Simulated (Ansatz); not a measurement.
# LiZrBr3 (built on the sites of a database entry of CsSnBr3): a soft mode frozen in

Wanted: the energy along a soft mode of LiZrBr3 (built on the sites of a database entry of CsSnBr3) and the structure at the end.

Main program and level: Ansatz 0.2.0; DFT PBEsol, scalar-relativistic, plane waves, norm-conserving pseudopotentials.

The structure was built from a prototype and need not be the compound's stable phase.

### 1. The starting structure

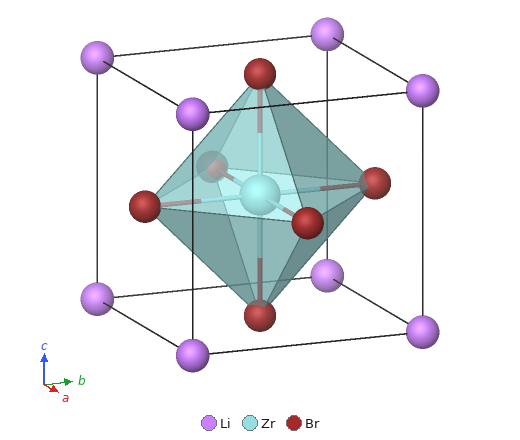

Start, viewed slightly off an axis; lithium purple, zirconium light teal, bromine red. Some periodic images of atoms are drawn too.

### 2. Response at finite wavevector

The cell comes from relaxations at this level that are not shown. Stability and thermal properties need the whole zone. Linear response on a 2×2×2 q mesh gives force constants as far as a supercell of that size would.

File input.yaml:

```yaml
crystal:
  lattice:
    - [5.2880942881, 0.0, 0.0]
    - [0.0, 5.2880942881, 0.0]
    - [0.0, 0.0, 5.2880942881]
  atoms:
    - { symbol: Li, position: [0.0, 0.0, 0.0] }
    - { symbol: Zr, position: [0.5, 0.5, 0.5] }
    - { symbol: Br, position: [0.5, 0.0, 0.5] }
    - { symbol: Br, position: [0.5, 0.5, 0.0] }
    - { symbol: Br, position: [0.0, 0.5, 0.5] }
kpoints:
  mp_grid: { grid: [8, 8, 8] }
hamiltonian:
  xc: pbesol
  pseudopotentials: { kind: nc }
scf:
  occupations: { method: methfessel_paxton, width: 0.2 }
output:
  eigenvalues: true
phonons:
  method: dfpt
  qmesh: [2, 2, 2]
  temperatures: { t_max: 1000, t_step: 50 }
  qpath:
    path:
      - [[0.0, 0.0, 0.0], [0.0, 0.5, 0.0], [0.5, 0.5, 0.0], [0.0, 0.0, 0.0], [0.5, 0.5, 0.5], [0.0, 0.5, 0.0]]
      - [[0.5, 0.5, 0.5], [0.5, 0.5, 0.0]]
    npoints: 10
```

The run is started by

```console
> ansatz run input.yaml --threads 4 --pin off --max-ram 14336MiB --backend cpu --events-out ev --progress --plain --runs-dir out
```

Numbers of over 12 decimals in the logs are rounded to 6 here.

The program printed:

```text
Engine: ansatz 0.2.0, aarch64-unknown-linux-gnu
Pseudopotentials: kind: nc
Pseudopotential: Li, nc, valence charge 3, recommended cutoff 1006.821291 eV (normal), Li.nc.azcp (PseudoDojo's, or run here from an input of PseudoDojo's: the run reads no file of this project's for it)
Pseudopotential: Zr, nc, valence charge 12, recommended cutoff 897.975746 eV (normal), Zr.nc.azcp (PseudoDojo's, or run here from an input of PseudoDojo's: the run reads no file of this project's for it)
Pseudopotential: Br, nc, valence charge 7, recommended cutoff 625.861884 eV (normal), Br.nc.azcp (PseudoDojo's, or run here from an input of PseudoDojo's: the run reads no file of this project's for it)
Functional definition: PBEsol
  exchange = pbesol_x
  correlation = pbesol_c
Crystal: 5 atoms, lattice volume = 147.876 Å³
Basis set: ecut = 1006.821291 eV, 10827 PW (Γ), exchange–correlation on 120×120×120 points (8 copies of the dense FFT grid, shifted against one another)
Bands: 23, of which v1, the nominal top of the filled ones, is band 18 counted from 1 (17 counted from 0)
Symmetry: 48 space group operations
k-points: 35 of 512
Non-local potential: Li, projectors of the file, l = 0: 2, l = 1: 2
Non-local potential: Zr, projectors of the file, l = 0: 2, l = 1: 2, l = 2: 2
Non-local potential: Br, projectors of the file, l = 0: 2, l = 1: 2, l = 2: 2
Initial density: superposition of atomic densities (chi_scale 0.1, normalization cell), built separately for each of the 2 bonded fragments (scf.initial_density.interfragment_charge_transfer: auto; true builds it for the cell as a whole; a typed value also counts as a typed key of the start: scf.initial_density.chi_scale says what that changes, if anything)
Initial wavefunctions: pseudopotential atomic-orbital guess
Functional: x = pbesol(κ = 0.804, μ = 0.123457), c = pbesol(β = 0.046)
SCF iter   1: F=—  HF=-2863.032445 eV  |F-HF|=—  |Δ(HF+E_count)|=         —  Δρ=6.32e-2  dr2=1.75e1  ethr=3.10e-3  ⟨swp⟩=6.3  Hψ=3957  notcnv=0
preconditioner: auto → Kerker (q_TF=auto, 2.156 Å⁻¹)  [metal: Δε(μ)=0.112 eV  Ē_g=7.609 eV  σ=0.200 eV  W_gap=0.43  n_scr=26 (ndim 8)  ℏωp=15.6 eV  f_vac=0.000  D(μ)=2.99/eV (n_scr^D=18)]
SCF iter   2: F=—  HF=-2859.622490 eV  |F-HF|=—  |Δ(HF+E_count)|=    3.41e0  S|Δr|=    0.00e0  Δρ=1.82e-2  dr2=2.36e0  ethr=3.10e-3  ⟨swp⟩=7.4  Hψ=7279  notcnv=0
automatic band count: the SCF goes on with 28 bands, as 23 were too few: they end inside the smearing window of the response
preconditioner: auto → Resta (q_TF=auto, 2.156 Å⁻¹)  ε∞=4.2  [insulator: Δε(μ)=0.134 eV  Ē_g=7.638 eV  σ=0.200 eV  W_gap=0.51  n_scr=26 (ndim 8)  ℏωp=13.7 eV  f_vac=0.000  D(μ)=1.27/eV (n_scr^D=6)  ε∞_Penn≈4.2]
SCF iter   3: F=—  HF=-2858.967868 eV  |F-HF|=—  |Δ(HF+E_count)|=   6.55e-1  S|Δr|=    0.00e0  Δρ=7.79e-3  dr2=5.12e-1  ethr=3.10e-3  ⟨swp⟩=3.0  Hψ=1718  notcnv=0  defer=69
SCF iter   4: F=—  HF=-2858.845625 eV  |F-HF|=—  |Δ(HF+E_count)|=   1.22e-1  S|Δr|=    0.00e0  Δρ=5.11e-3  dr2=1.09e-1  ethr=1.42e-3  ⟨swp⟩=3.0  Hψ=1657  notcnv=0  defer=69
SCF iter   5: F=—  HF=-2858.824085 eV  |F-HF|=—  |Δ(HF+E_count)|=   2.15e-2  S|Δr|=    0.00e0  Δρ=1.11e-3  dr2=8.16e-3  ethr=3.03e-4  ⟨swp⟩=1.4  Hψ=1302  notcnv=0  defer=64
SCF iter   6: F=—  HF=-2858.822608 eV  |F-HF|=—  |Δ(HF+E_count)|=   1.48e-3  S|Δr|=    0.00e0  Δρ=3.49e-4  dr2=7.38e-4  ethr=2.27e-5  ⟨swp⟩=2.5  Hψ=1350  notcnv=0  defer=64
SCF iter   7: F=—  HF=-2858.822540 eV  |F-HF|=—  |Δ(HF+E_count)|=   6.80e-5  S|Δr|=    0.00e0  Δρ=1.25e-4  dr2=8.45e-5  ethr=2.05e-6  ⟨swp⟩=1.7  Hψ=1070  notcnv=0  defer=64
SCF iter   8: F=—  HF=-2858.822526 eV  |F-HF|=—  |Δ(HF+E_count)|=   1.39e-5  S|Δr|=    0.00e0  Δρ=2.83e-5  dr2=3.98e-6  ethr=2.35e-7  ⟨swp⟩=1.8  Hψ=997  notcnv=0  defer=64
SCF iter   9: F=—  HF=-2858.822530 eV  |F-HF|=—  |Δ(HF+E_count)|=   3.98e-6  S|Δr|=    0.00e0  Δρ=1.19e-5  dr2=9.36e-7  ethr=1.11e-8  ⟨swp⟩=2.5  Hψ=1394  notcnv=0  defer=64
SCF iter  10: F=—  HF=-2858.822464 eV  |F-HF|=—  |Δ(HF+E_count)|=   6.65e-5  S|Δr|=    0.00e0  Δρ=2.39e-6  dr2=3.37e-8  ethr=2.60e-9  ⟨swp⟩=2.2  Hψ=1254  notcnv=0  defer=64
SCF iter  11: F=—  HF=-2858.822464 eV  |F-HF|=—  |Δ(HF+E_count)|=   2.23e-9  S|Δr|=    0.00e0  Δρ=5.54e-7  dr2=7.82e-10  ethr=9.37e-11  ⟨swp⟩=2.6  Hψ=1471  notcnv=0  defer=64
SCF iter  12: F=—  HF=-2858.822464 eV  |F-HF|=—  |Δ(HF+E_count)|=  1.32e-11  S|Δr|=    0.00e0  Δρ=1.19e-7  dr2=1.47e-11  ethr=2.17e-12  ⟨swp⟩=2.2  Hψ=1457  notcnv=0  defer=64
SCF iter  13: F=-2858.822464 eV  HF=-2858.822464 eV  |F-HF|=1.36e-12  |Δ(HF+E_count)|=  6.37e-12  S|Δr|=    0.00e0  Δρ=1.45e-8  dr2=2.00e-13  ethr=1.00e-12  ⟨swp⟩=15.0  Hψ=6201  notcnv=0
SCF 1 converged in 13 iterations: F = -2858.822464 eV  dr2 = 2.00e-13
Initial density: read from a saved state, or passed on in memory by an earlier SCF of this step, an earlier step, the calling program or the single point that the run made first
iter 1 solved again at ethr=2.28e-7 eV; its pass at ethr=3.10e-3 eV (dr2=8.21e-5 eV) is discarded
SCF iter   1: F=—  HF=-2858.822529 eV  |F-HF|=—  |Δ(HF+E_count)|=         —  Δρ=1.20e-6  dr2=1.34e-9  ethr=2.28e-7  ⟨swp⟩=4.5  Hψ=7252  notcnv=0
eigensolver tolerance schedule: the retry pair's looser diagonalisation over-reported the residual by 61415.83 of it (diagonalisation noise at an unbounded share of the residual, at the tolerance the schedule requests for it); recorded, not acted on — ethr = c·dr2/N_el stays at c = 1.0e-1
preconditioner: auto → LDOS  [metal: Δε(μ)=0.020 eV  Ē_g=6.180 eV  σ=0.200 eV  W_gap=0.09  n_scr=26 (ndim 8)  ℏωp=13.7 eV  f_vac=0.072  D(μ)=2.74/eV (n_scr^D=18)  β→1.0]
SCF iter   2: F=—  HF=-2858.822464 eV  |F-HF|=—  |Δ(HF+E_count)|=   6.49e-5  S|Δr|=    0.00e0  Δρ=1.26e-6  dr2=1.68e-9  ethr=3.71e-12  ⟨swp⟩=4.4  Hψ=2709  notcnv=0
SCF iter   3: F=—  HF=-2858.822464 eV  |F-HF|=—  |Δ(HF+E_count)|=  4.26e-10  S|Δr|=    0.00e0  Δρ=6.11e-7  dr2=3.57e-10  ethr=3.71e-12  ⟨swp⟩=2.8  Hψ=1305  notcnv=0
SCF iter   4: F=—  HF=-2858.822464 eV  |F-HF|=—  |Δ(HF+E_count)|=  4.68e-11  S|Δr|=    0.00e0  Δρ=4.32e-7  dr2=1.81e-10  ethr=1.00e-12  ⟨swp⟩=1.0  Hψ=805  notcnv=0
SCF iter   5: F=—  HF=-2858.822464 eV  |F-HF|=—  |Δ(HF+E_count)|=  3.18e-11  S|Δr|=    0.00e0  Δρ=2.65e-7  dr2=6.94e-11  ethr=1.00e-12  ⟨swp⟩=1.0  Hψ=805  notcnv=0
SCF iter   6: F=-2858.822464 eV  HF=-2858.822464 eV  |F-HF|=5.00e-12  |Δ(HF+E_count)|=  1.46e-11  S|Δr|=    0.00e0  Δρ=9.81e-8  dr2=8.33e-12  ethr=1.00e-12  ⟨swp⟩=2.8  Hψ=2285  notcnv=0
SCF 2 converged in 6 iterations: F = -2858.822464 eV  dr2 = 8.33e-12
phonons: the bands overlap, so this run is a metal and interpolates without the dipole-dipole term. If the crystal is really an insulator or semiconductor, its LO-TO splitting is missing
NSCF: frozen V_eff on 35 k-points
NSCF: frozen V_eff on 125 k-points
DFPT response loops at q = (0, 0, 0) (fractional): preconditioner auto → Kerker (q_TF=auto, 2.156 Å⁻¹) (partly filled bands, converged f_vac=0.072); β = 1.00, the filter's whole step (`scf.mixing.beta` (0.50) is not read by the response loops under this deck's `scf.mixing.preconditioner`; to damp them name `kerker` or `kerker_dos`, under which they read `scf.mixing.beta`, and type it under 1.00, their step now; both keys bind the ground state too); Broyden in place of MSR1
NSCF: frozen V_eff on 250 k-points
DFPT response loops at q = (0, 0, -0.5) (fractional): mixed as the last ones told, above
NSCF: frozen V_eff on 250 k-points
DFPT response loops at q = (0, -0.5, -0.5) (fractional): mixed as the last ones told, above
NSCF: frozen V_eff on 250 k-points
DFPT response loops at q = (-0.5, -0.5, -0.5) (fractional): mixed as the last ones told, above
SCF converged after 13 iterations
Stability not checked: this state was not tested for a lower state beside it, because cold or Methfessel-Paxton smearing, or corrected tetrahedra, fill the levels in a way that the test cannot read (fill_not_monotonic; see scf.lower_state_search)
Free energy (F): -2858.822464 eV
Harris-Foulkes:  -2858.822464 eV  (|F-HF|=1.36e-12)
Internal energy: -2858.825209 eV  (E = F + TS)
E sigma→0 (E₀):  -2858.823150 eV
Entropy (-TS):   0.002745 eV (0.549 meV/atom)
Fermi energy:    6.405806 eV
--- Per-component energies (eV) ---
  E_band       = -341.928621
  E_kinetic    = 894.248781
  E_local      = -2309.315969  (includes V_loc(G=0)·N_el)
  E_nonlocal   = 202.112014
  E_hartree    = 727.083660
  E_xc         = -736.496988
  E_vxc        = -583.140757  (∫ρ·V_xc dr)
  E_ewald      = -1636.456707
  E_smearing   = 0.002745  (= −TS)
  E_closure    = 0.000000  (closes the sum)
  Σ components = -2858.822464   (vs F -2858.822464, Δ=0.00e0)
--- Band table (eV; the first three rows and the last of 35) ---
  k-point 0: bands = [... 14 lower, 2.1258, 2.1258, 2.1258, 5.4461, 5.4461, 5.4461, 5.7986, 7.1238, ... 6 higher]
  k-point 1: bands = [... 14 lower, 1.8303, 2.0783, 2.0783, 5.4547, 5.6727, 5.6727, 5.9764, 7.1250, ... 6 higher]
  k-point 2: bands = [... 14 lower, 1.6714, 2.0357, 2.0357, 5.4757, 6.2170, 6.2170, 6.4135, 7.1279, ... 6 higher]
  k-point 34: bands = [... 14 lower, 2.6293, 2.6293, 2.6293, 6.4908, 7.7688, 7.7688, 7.7688, 9.7569, ... 6 higher]
--- Phonons (Γ-DFPT): 4 representative perturbations + reference (Σ response iterations 12) ---
  ASR residual: 6.726e-5 → 0.000e0 eV/Å²; symmetrization residual: 1.142e-6 eV/Å²
  ASR residual per site (eV/Å²): 7.85e-6 6.73e-5 4.90e-6 4.90e-6 4.90e-6
  Γ frequencies (cm⁻¹): -154.02 -154.02 -154.02 0.00 0.00 0.00 39.02 39.02 39.02 86.04 86.04 86.04 253.80 253.80 253.80
--- Phonons (arbitrary-q DFPT): 4 irreducible q on the 2×2×2 mesh ---
  q = [0.0000, 0.0000, 0.0000] (star 1, of the zone-centre solve; hermiticity 2.10e-7, symmetrization 1.64e-14): -154.02 -154.02 -154.02 -0.00 -0.00 0.00 39.02 39.02 39.02 86.04 86.04 86.04 253.80 253.80 253.80
  q = [0.0000, 0.0000, -0.5000] (star 3, 9 solved perturbations in 975 linear systems a pass and spin channel, the states on 125 of 512 k-point pairs; hermiticity 1.00e-7, symmetrization 3.00e-13, the responses' own estimated error 2.5e-5 eV/Å²): -149.49 -149.49 -116.96 -5.86 -5.86 38.12 38.12 45.89 62.48 70.93 70.93 125.97 212.82 249.07 249.07
  q = [0.0000, -0.5000, -0.5000] (star 3, 9 solved perturbations in 975 linear systems a pass and spin channel, the states on 125 of 512 k-point pairs; hermiticity 1.22e-7, symmetrization 3.61e-14, the responses' own estimated error 3.0e-5 eV/Å²): -144.75 -136.09 -136.09 -46.19 27.28 27.28 39.45 60.75 60.75 84.01 127.12 127.12 211.47 216.63 243.57
  q = [-0.5000, -0.5000, -0.5000] (star 1, 4 solved perturbations in 350 linear systems a pass and spin channel, the states on 125 of 512 k-point pairs; hermiticity 1.93e-7, symmetrization 2.23e-13, the responses' own estimated error 3.2e-5 eV/Å²): -150.97 -150.97 -150.97 -49.02 -49.02 -49.02 85.09 85.09 85.09 120.31 120.31 120.31 213.67 213.67 219.63
  sum rule: each row above includes the acoustic sum rule's correction from the zone centre's row sums; it moved no ω² by more than (0.55 cm⁻¹)²
  mesh force constants: q→R imaginary residual 1.00e-18; ASR residual 6.726e-5 → 0.000e0 eV/Å²; symmetrization residual 8.882e-15 eV/Å²
  interpolated dispersion: 62 rows × 15 modes
  density of states and harmonic sums: on the 12×12×12 q-mesh, interpolated from the force constants of a 2×2×2 supercell (no non-analytic term)
  largest difference from the sums on the solved wave vectors: F 1.16e-1 eV, S 1.43e-4 and C_V 2.71e-5 eV/K
  zero-point energy: 0.074656 eV/cell   skipped modes (ω ≤ 0): 393, of them read as no rigid motion or as one in doubt: 390 (4.559e0 modes/cell left out, lowest -154.02 cm⁻¹)   left out of the sums: 3.04e-1 of the cell's modes: C_V's classical limit lies that fraction below 3 k_B per atom; for a crystal, a wire or a layer, F and S can be off by more, and a phonons.interpolated_qmesh denser along its periods is the remedy for the sampling
```

Wall time 12 min (4 threads of Arm Neoverse V1, shared host); peak memory 3.7 GiB.

Reading the cycles: dr2 is the Hartree energy of the density residual (eV), the measure of convergence; HF is the Harris–Foulkes estimate of the energy, which meets the free energy F at convergence.

This step gave:

```
volume per atom                                         : 29.58 Å³
gap on the k-mesh                                       : 0 eV
sum-rule residual before enforcement                    : 6.73e-5 eV/Å²
lowest frequency on the path                            : -154.0 cm⁻¹
point group                                             : m-3m
highest frequency on the path or at a solved wavevector : 253.8 cm⁻¹
highest optical mode at the zone centre (no LO-TO term) : 253.8 cm⁻¹
lowest optical zone-centre mode                         : -154.0 cm⁻¹
lowest mode on the q mesh (acoustic modes at Γ apart)   : -154.0 cm⁻¹
```

Frequencies (cm⁻¹) solved at each irreducible wavevector; negative means imaginary. Frequencies by wavevector, by row:

```
q in reciprocal lattice units  star  mode 1  mode 2  mode 3  mode 4  mode 13  mode 14  mode 15
                        0 0 0     1    -154    -154    -154       0    253.8    253.8    253.8
                     0 0 -0.5     3  -149.5  -149.5    -117    -5.9    212.8    249.1    249.1
                  0 -0.5 -0.5     3  -144.8  -136.1  -136.1   -46.2    211.5    216.6    243.6
               -0.5 -0.5 -0.5     1    -151    -151    -151     -49    213.7    213.7    219.6
```

Interpolated from a 2×2×2 q mesh. Phonon branches along the path, in cm⁻¹:

```csv
point,branch 1,branch 2,branch 3,branch 4,branch 12,branch 13,branch 14,branch 15
Γ,-154,-154,-154,0,86,254,254,254
X,-150,-150,-117,-6,126,213,249,249
M,-145,-136,-136,-46,127,212,217,244
Γ,-154,-154,-154,0,86,254,254,254
R,-151,-151,-151,-49,120,214,214,220
X,-150,-150,-117,-6,126,213,249,249
jump to R,-151,-151,-151,-49,120,214,214,220
M,-145,-136,-136,-46,127,212,217,244
```

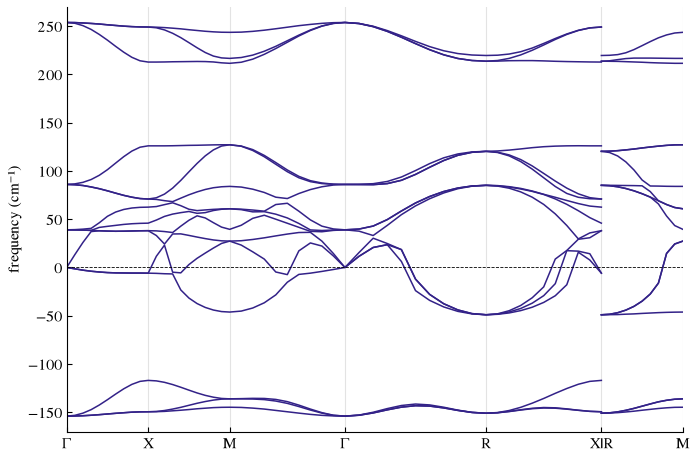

Phonon branches along the path.

Symmetry leaves 4 wavevectors to solve. The lowest mode among them, the acoustic zeros apart, lies at Γ and is imaginary, 154.0i cm⁻¹, so the energy falls along it.

### 3. The mode frozen in, largest atomic shift 0 Å

The mode followed lies at q = (-0.5, -0.5, -0.5) with frequency 151.0i cm⁻¹ and is 3-fold degenerate, one of the unstable modes though not the softest. At small amplitude the distorted cell has space group no. 139 by a symmetry search on the positions. The undistorted cell that holds it gives the zero of energy on the same k mesh.

System of this step: LiZrBr3 (built on the sites of a database entry of CsSnBr3). The structure is cubic, space group Pm-3m (No. 221). Conventional cell: a = 5.288 Å, b = 5.288 Å, c = 5.288 Å, α = 90.00°, β = 90.00°, γ = 90.00°. Nearest to Li lie 12 Br at 3.74 Å. Nearest to Zr lie 6 Br at 2.64 Å. Nearest to Br lie 2 Zr at 2.64 Å. Farther neighbours and most contacts between anions are not listed.

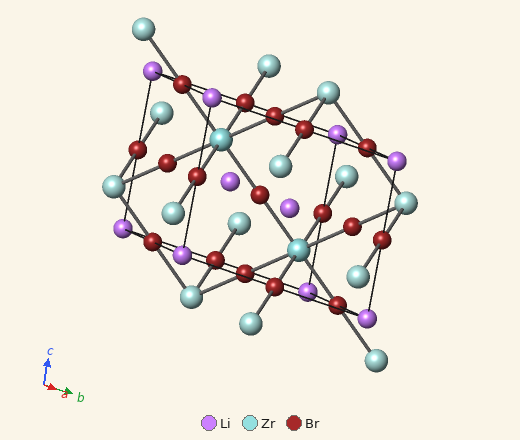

The cell of this step (lithium purple, zirconium light teal, bromine red). Some periodic images of atoms are drawn too.

File input.yaml:

```yaml
crystal:
  lattice:
    - [5.2880942881, 5.2880942881, 0.0]
    - [5.2880942881, 0.0, 5.2880942881]
    - [5.2880942881, 0.0, -5.2880942881]
  atoms:
    - { symbol: Li, position: [0.0, 0.0, 0.0] }
    - { symbol: Li, position: [0.0, 0.5, 0.5] }
    - { symbol: Zr, position: [0.5, 0.25, 0.75] }
    - { symbol: Zr, position: [0.5, 0.75, 0.25] }
    - { symbol: Br, position: [0.0, 0.0, 0.5] }
    - { symbol: Br, position: [0.0, 0.5, 0.0] }
    - { symbol: Br, position: [0.5, 0.0, 1.0] }
    - { symbol: Br, position: [0.5, 0.5, 0.5] }
    - { symbol: Br, position: [0.5, 0.0, 0.5] }
    - { symbol: Br, position: [0.5, 0.5, 0.0] }
kpoints:
  mp_grid: { grid: [8, 8, 8] }
hamiltonian:
  xc: pbesol
  pseudopotentials: { kind: nc }
scf:
  occupations: { method: methfessel_paxton, width: 0.2 }
output:
  forces: true
  stress: true
  eigenvalues: true
```

The program printed:

```text
[...]
Crystal: 10 atoms, lattice volume = 295.752 Å³
Basis set: ecut = 1006.821291 eV, 21595 PW (Γ), exchange–correlation on 160×160×160 points (8 copies of the dense FFT grid, shifted against one another)
Bands: 46, of which v1, the nominal top of the filled ones, is band 36 counted from 1 (35 counted from 0)
Symmetry: 96 space group operations
[...]
k-points: 29 of 512
[...]
k-point 0: bands = [... 32 lower, 2.6224, 2.6224, 5.4277, 5.4277, 5.4277, 5.7981, 6.4917, 7.1014, ... 6 higher]
  k-point 1: bands = [... 32 lower, 2.5578, 2.5844, 5.5218, 5.5502, 5.5502, 5.9487, 6.5782, 7.2373, ... 6 higher]
  k-point 2: bands = [... 32 lower, 2.3898, 2.4791, 5.7133, 5.8618, 5.8618, 6.3901, 6.8152, 7.1834, ... 6 higher]
  k-point 28: bands = [... 32 lower, 2.2083, 2.2083, 6.2404, 6.2404, 7.0484, 7.0484, 7.1717, 7.1717, ... 6 higher]
[key lines of the parts left out:]
SCF converged after 11 iterations
Free energy (F): -5717.636874 eV
Fermi energy:    6.448167 eV
P = ⅓ Tr σ = -0.0017 GPa (-0.017 kbar)
```

It took 27 s on 4 threads; peak memory 2 GiB; 1.8 min of CPU time.

This step gave:

```
pressure                         : -0.001651 GPa
energy from the undistorted cell : 0 meV/atom
```

The run ends at a pressure of 0.00 GPa.

### 4. The mode frozen in, largest atomic shift 0.6 Å

The atoms are moved along the unstable eigenvector, the largest shift by 0.6 Å, with the cell fixed.

input.yaml, the sections that differ from step 3:

```yaml
crystal:
  lattice:
    - [5.2880942881, 5.2880942881, 0.0]
    - [5.2880942881, 0.0, 5.2880942881]
    - [5.2880942881, 0.0, -5.2880942881]
  atoms:
    - { symbol: Li, position: [-0.1134624247, 0.0567312124, 0.0567312124] }
    - { symbol: Li, position: [0.1134624247, 0.4432687876, 0.4432687876] }
    - { symbol: Zr, position: [0.5, 0.25, 0.75] }
    - { symbol: Zr, position: [0.5, 0.75, 0.25] }
    - { symbol: Br, position: [0.0, 0.0, 0.5] }
    - { symbol: Br, position: [0.0, 0.5, 0.0] }
    - { symbol: Br, position: [0.5, 0.0021751193, 1.0021751193] }
    - { symbol: Br, position: [0.5, 0.4978248807, 0.4978248807] }
    - { symbol: Br, position: [0.5, 0.0021751193, 0.4978248807] }
    - { symbol: Br, position: [0.5, 0.4978248807, 0.0021751193] }
# kpoints, hamiltonian, scf, output: as in step 3
```

The program printed:

```text
[...]
Crystal: 10 atoms, lattice volume = 295.752 Å³
Basis set: ecut = 1006.821291 eV, 21595 PW (Γ), exchange–correlation on 160×160×160 points (8 copies of the dense FFT grid, shifted against one another)
Bands: 46, of which v1, the nominal top of the filled ones, is band 36 counted from 1 (35 counted from 0)
Symmetry: 16 space group operations
[...]
k-points: 59 of 512
[...]
k-point 0: bands = [... 32 lower, 2.6003, 2.6003, 5.4035, 5.4188, 5.4188, 5.9147, 6.6377, 7.0970, ... 6 higher]
  k-point 1: bands = [... 32 lower, 2.5358, 2.5552, 5.5076, 5.5327, 5.5418, 6.0593, 6.7230, 7.2315, ... 6 higher]
  k-point 2: bands = [... 32 lower, 2.3684, 2.4413, 5.7138, 5.8393, 5.8553, 6.4776, 6.9494, 7.1818, ... 6 higher]
  k-point 58: bands = [... 32 lower, 1.9107, 2.4946, 5.4612, 7.0333, 7.0333, 7.0592, 7.0592, 7.1051, ... 6 higher]
[key lines of the parts left out:]
SCF converged after 11 iterations
Free energy (F): -5717.833192 eV
Fermi energy:    6.449250 eV
P = ⅓ Tr σ = 0.0746 GPa (0.746 kbar)
```

The job ended after 56 s (4 threads; peak memory 2.6 GiB).

Numbers from this step:

```yaml
pressure: 0.07458 GPa
energy_from_the_undistorted_cell: -19.56 meV/atom
```

The energy, extrapolated to zero smearing, is -19.56 meV/atom against the undistorted cell.

The run ends at a pressure of 0.07 GPa, with forces up to 0.29 eV/Å.

[end of part 1 of 2]

[Logs are printed without paths, hosts, clocks, repeated set-up lines and the standing remarks that a program may print on its own settings, such as how far it seeks lower states.]

[Hosts, paths, dates, database ids (printed as entryN), source tags and the programs' standing remarks are cut or masked in the printed files.]
